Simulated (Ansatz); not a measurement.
**Computed energy over volume and axial ratio: SiO2 (rutile)**

SiO2 (rutile)

```cif
data_O4Si2
_chemical_formula_sum 'Si2 O4'
_space_group_name_H-M_alt 'P42/mnm'
_space_group_IT_number 136
_space_group_name_Hall '-P 4n 2n'
_cell_length_a 4.19454
_cell_length_b 4.19454
_cell_length_c 2.67824
_cell_angle_alpha 90.000
_cell_angle_beta 90.000
_cell_angle_gamma 90.000
loop_
_atom_site_label
_atom_site_type_symbol
_atom_site_symmetry_multiplicity
_atom_site_Wyckoff_symbol
_atom_site_fract_x
_atom_site_fract_y
_atom_site_fract_z
_atom_site_occupancy
Si1 Si 2 a 0.00000 0.00000 0.00000 1
O1 O 4 g 0.19395 0.19395 0.50000 1
```

Grid over V/V₀ and (c/a)/(c/a)₀, subscript 0 meaning the relaxed cell; the conventional c axis lies along z; no internal relaxation.

Method: PBEsol (plane waves to 420 eV, PAW, scalar-relativistic; Ansatz, a quantum-chemistry and plane-wave program). k mesh 8×8×12 (Γ-centred), Fermi-Dirac smearing 0.05 eV. Energies are smeared free energies. Stress and pressure are positive under compression. As the atoms are clamped, bonds stretch with the cell, which overstates energies and stresses. SiO2 was relaxed with its symmetry unable to fall. The PAW data are Ansatz's earlier set. The zero of ΔE is the relaxed starting cell.

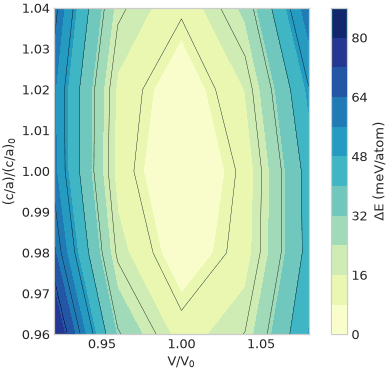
*ΔE (meV/atom) over the 5×5 grid of computed points.*

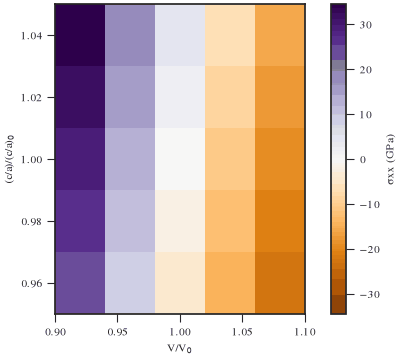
Fig. 1. σxx (GPa) over the 5×5 grid of computed points.

The modulus against c/a change at fixed volume, (3/4V)·∂²E/∂(ln c/a)² (fit, atoms clamped) comes out as 228 GPa, an upper bound as the atoms could relax. Lowest place on the grid: V/V₀ = 1.000, (c/a)/(c/a)₀ = 1.000 (0.0 meV/atom). Highest place on the grid: V/V₀ = 0.920, (c/a)/(c/a)₀ = 0.960 (80.2 meV/atom).

Near the relaxed cell σzz − σxx = −2Cδ (compression positive), C being this modulus and δ the logarithm of the ratio.

(A scan under strain: stresses follow from slopes of the energy per volume, elastic moduli from its curvatures.)
